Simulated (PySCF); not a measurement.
SMILES [PbH][F] (HFPb) at its PBE0/def2-SVP optimised geometry (Å):

```
3

Pb    -0.9662    -0.9327     0.0000
H     -1.0957     0.9327     0.0000
F      1.0957    -0.9327     0.0000
```

Method: PBE0/def2-TZVP, def2 effective core potentials past Kr run with PySCF 2.14.0. The core electrons that the potentials of Pb replace are not part of the density. Cells within 0.4 Å of a nucleus heavier than hydrogen are left out (blank, or x).

Map of the HOMO−1 amplitude (bohr^(-3/2)), clipped to [-0.25, 0.25] on the plane z = 0.0 Å; orbital energy -9.72 eV, overall sign arbitrary:

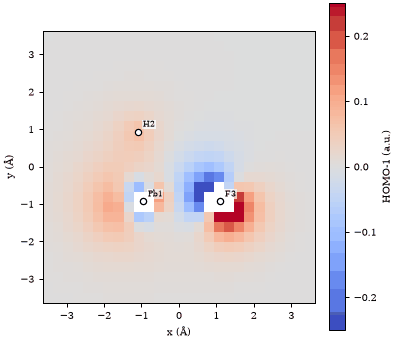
Fig. 1. HOMO−1 amplitude (bohr^(-3/2)), clipped to [-0.25, 0.25] on the plane z = 0.0 Å.
